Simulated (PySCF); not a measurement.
## A study: AsBGeH₅O, doublet, SMILES `[GeH3][O]B[AsH]`

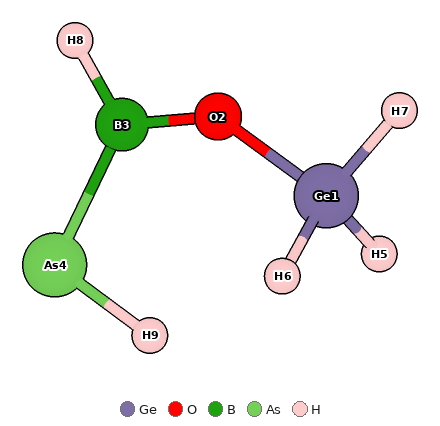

The molecule, with its atoms numbered as below. No frequency check shows the geometry to be a minimum.

Geometry (Å), atoms numbered from 1:

```
Ge1      1.8720   -0.2179   -0.0001
O2       0.6791    1.0405   -0.0003
B3      -0.6425    1.2346    0.0002
As4     -2.0212   -0.2130    0.0000
H5       1.7024   -1.0455   -1.2406
H6       1.6988   -1.0490    1.2426
H7       3.1458    0.5636    0.0029
H8      -0.9935    2.3665    0.0009
H9      -0.9778   -1.3306   -0.0029
```

Part 1: Bonding charge

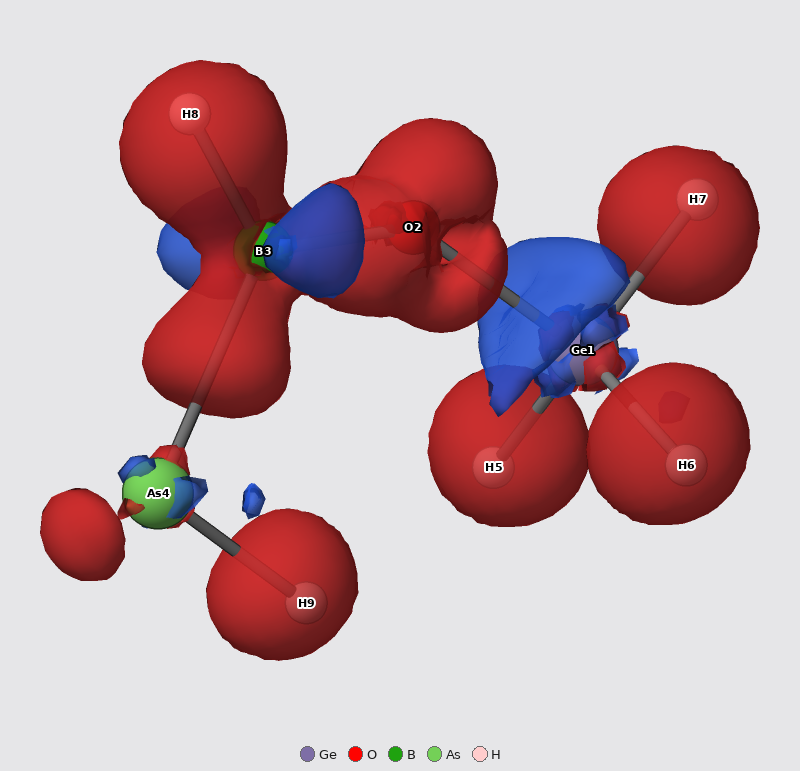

Deformation density (molecule less spherical, spin-averaged free atoms at the same positions), surfaces at ±0.1 e/Å³; red: gain, blue: loss.

Computed with PySCF, TPSS/def2-SVPD, geometry: GFN2-xTB. The stability of the open-shell solution wasn't checked. GFN2-xTB doesn't know the spin state, so this open-shell geometry is rough.

Question: How much density has each bond gained at its critical point, relative to the free atoms?

Answer: B3–H8: +0.45 e/Å³ at the bond critical point (bond length 1.19 Å). O2–B3: +0.30 e/Å³ at the bond critical point (bond length 1.34 Å). B3–As4: +0.29 e/Å³ at the bond critical point (bond length 2.00 Å). Ge1–H7: +0.26 e/Å³ at the bond critical point (bond length 1.49 Å). Ge1–H5 and Ge1–H6: +0.25 e/Å³ at the bond critical point (bond length 1.50 Å). As4–H9: +0.21 e/Å³ at the bond critical point (bond length 1.53 Å). Ge1–O2: 0.00 e/Å³ at the bond critical point (bond length 1.73 Å); up to 0.6 Å beside the axis the gain reaches +0.21 e/Å³. In all, 2.0 electrons gather in the regions of gain relative to the promolecule. A small or negative value marks a very polar bond, one between electron-rich atoms, whose free-atom densities already overlap strongly, a long bond to a heavier atom, or a closed-shell contact such as a hydrogen bond.

Question: Where do the Hirshfeld charges lie?

Answer: The highest Hirshfeld charge is on Ge1 (+0.41 e), the lowest on O2 (−0.24 e).

```
atom  charge (e)
 Ge1       +0.41
  O2       −0.24
  B3       +0.09
 As4       +0.06
  H5       −0.06
  H6       −0.06
  H7       −0.06
  H8       −0.08
  H9       −0.05
```

Part 2: Bond critical points

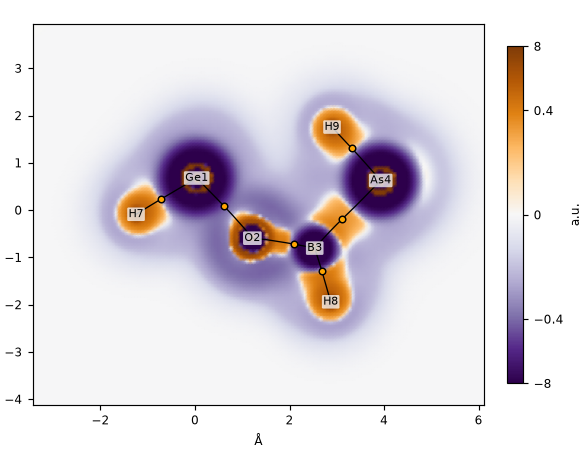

Negative Laplacian of the density (−∇²ρ) in the plane of Ge1, O2, B3, As4, H7, H8 and H9 (orange positive, purple negative, colour scale in a.u., logarithmic beyond ±0.04), with bond paths and bond critical points (dots).

Question: At which bond critical points in this plane is charge locally concentrated, and at which depleted?

Answer: Concentrated (∇²ρ < 0): B3–H8 (−0.18 a.u.); As4–H9 (−0.06 a.u.); B3–As4 (−0.21 a.u.). Depleted (∇²ρ > 0): O2–B3 (+1.25 a.u., H = −0.130); Ge1–O2 (+0.83 a.u., H = −0.040); Ge1–H7 (+0.07 a.u., H = −0.090). A positive Laplacian with clearly negative H marks a strongly polar covalent bond, whose critical point lies close to the core of the less electronegative atom.

Question: Where along O2–B3 does the critical point lie?

Answer: 0.89 Å from O2 and 0.45 Å from B3.

Part 3: Local ionisation energy

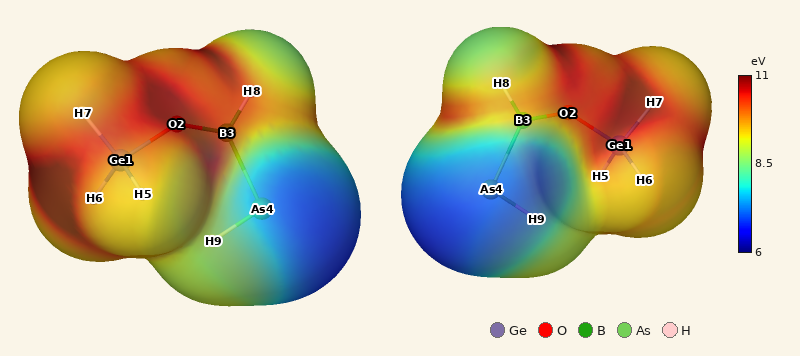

Average local ionisation energy on the surface of electron density 0.001 a.u. (back view left, front view right).

Question: Locate the minima of the map.

Answer: The lowest value is 6.8 eV, 2.4 Å from As4. Further minima include 8.5 eV, 1.5 Å from H8; 8.9 eV, 1.5 Å from H9; 9.3 eV, 1.4 Å from H6, and at like points elsewhere. For comparison, the highest occupied orbital lies at −5.9 eV.

Part 4: Spin density

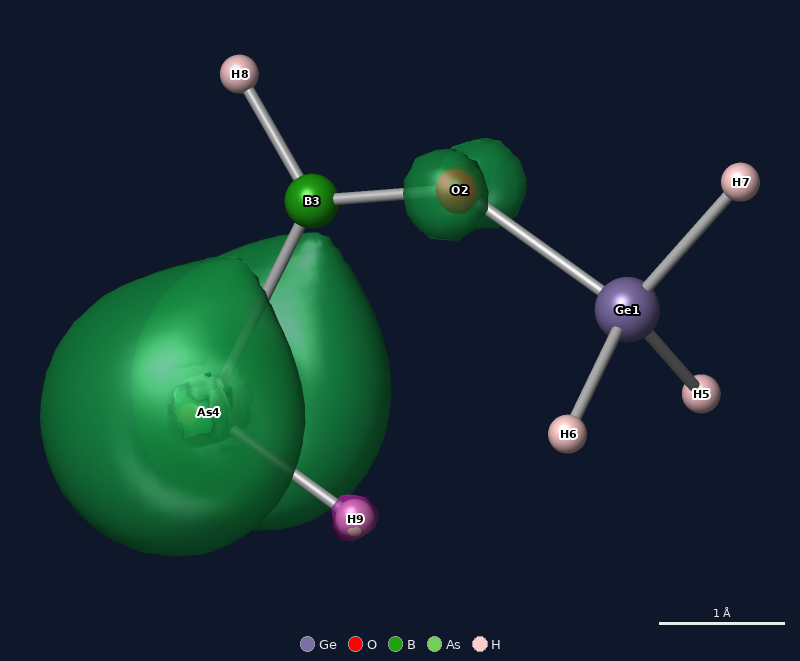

Spin density ρα − ρβ at ±0.03 e/Å³ (green: excess α, purple: excess β).

Question: Give the atomic spin populations that go with this picture.

Answer: Hirshfeld spin populations: As4 +0.82, B3 +0.10 and O2 +0.04. ⟨S²⟩ = 0.75, as for a pure state.

Part 5: Removing or adding an electron

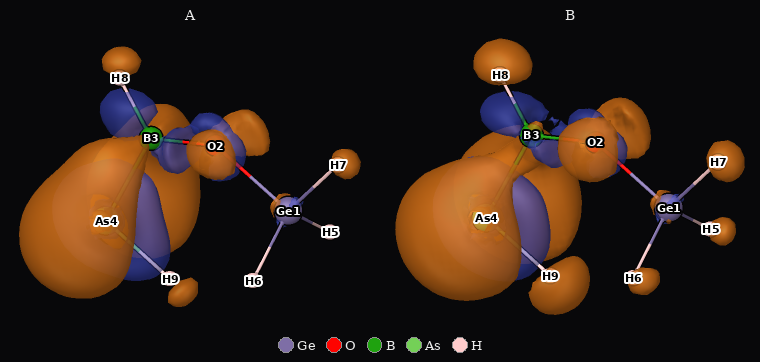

The two Fukui functions at ±0.02 e/Å³ (orange positive, blue negative).

Level of theory: PBE0/aug-cc-pVDZ (PySCF), at a geometry from GFN2-xTB. GFN2-xTB doesn't know the spin state, so this open-shell geometry is rough.

Question: Which panel is f⁻ (electron removed) and which f⁺ (electron added)?

Answer: A is f⁺, B is f⁻. f⁻ (Hirshfeld-condensed) is largest on As4 (0.62); the vertical ionisation energy is 9.16 eV (to the singlet cation, which needn't be its lowest state). f⁺ (Hirshfeld-condensed) is largest on As4 (0.56); the vertical electron affinity is 1.82 eV (to the singlet anion, which needn't be its lowest state).
